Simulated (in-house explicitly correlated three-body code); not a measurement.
Two electrons around a point charge Z = 10.3. Computed variationally in 260 exponentially correlated functions with an in-house code, non-relativistic, converged to about 10⁻⁸ of the energy. Wanted, and plotted below: the bound S and P states that converged, by term and principal number n, on a logarithmic scale of binding.

The ground state is bound by 1273 eV. The n = 2 states drawn run, from the deepest, 2 ³S (309.5 eV), 2 ³P (299.6 eV), 2 ¹S (299.0 eV), 2 ¹P (292.2 eV). Exchange puts 2 ³S below 2 ¹S by 10.5 eV and 2 ³P below 2 ¹P by 7.40 eV. Quantum defects n − (Z − 1)/√(2 E(binding)): 2 ³S 0.050, 2 ³P 0.018, 2 ¹S 0.016, 2 ¹P −0.007.

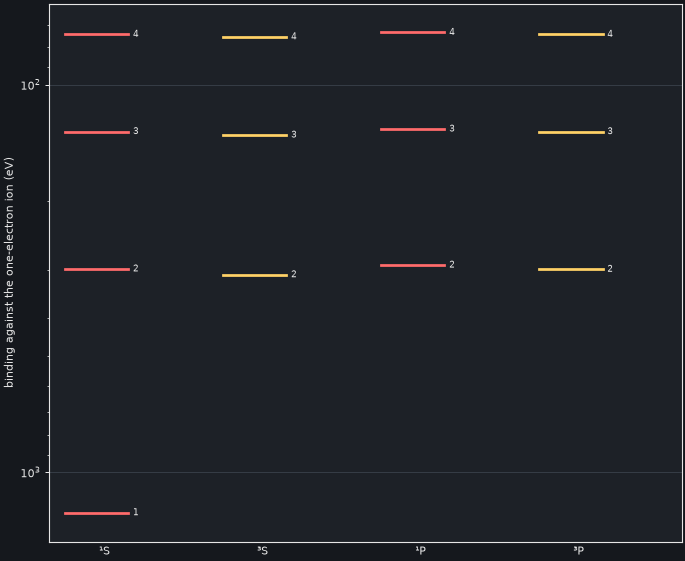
